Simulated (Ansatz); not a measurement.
## Fields on a plane of Bi2Se3 (Bi2Te3 type, space group R-3m)

```xyz
5
Lattice="2.0408 1.1782 9.2214 -2.0408 1.1782 9.2214 0.0000 -2.3565 9.2214" Properties=species:S:1:pos:R:3 pbc="T T T"
Bi     0.0000     0.0000    11.1170
Bi     0.0000     0.0000    16.5470
Se     0.0000     0.0000     0.0000
Se     0.0000     0.0000     5.7490
Se     0.0000     0.0000    21.9151
```

The slice is a (-1 1 0 4) plane (indices of the conventional cell) through the point (0.000, 0.000, 0.000) (fractional), spanned by u = [1 0 -1] and v = [1 -1 1] in vectors of this cell: u (4.08 Å) and v (10.36 Å, at 90° to u). It covers one period; positions are fractions (u, v).

Atoms on it: Se at (0.00, 0.00). Other atoms lie within 1 Å of the plane.

The numbers are results of PBEsol-D3(BJ) (plane waves to 420 eV, PAW, scalar-relativistic; Ansatz, a quantum-chemistry and plane-wave program), not measurements. k mesh 9×9×9. Near the nuclei the fields are pseudised (PAW); where an atom keeps semicore shells as valence, they peak there. At this level the bands of Bi2Se3 touch or barely overlap; measurements give the solid a gap. Bi2Se3 was relaxed with its symmetry unable to fall. Spin-orbit coupling is left out, though Bi is heavy. The PAW data are Ansatz's earlier set.

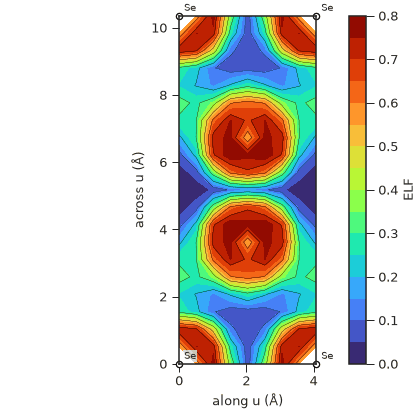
Figure. Electron localisation function (ELF), one period of the plane, atoms marked. Points within 0.5 Å of a nucleus are left white, as the pseudised field means little there.

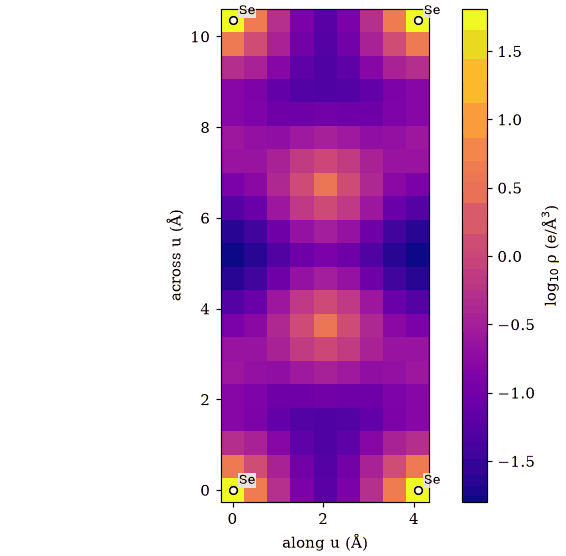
*Log₁₀ of the valence density in e/Å³, one period of the plane, atoms marked. The scale is logarithmic, as a density can span decades between atoms and voids.*
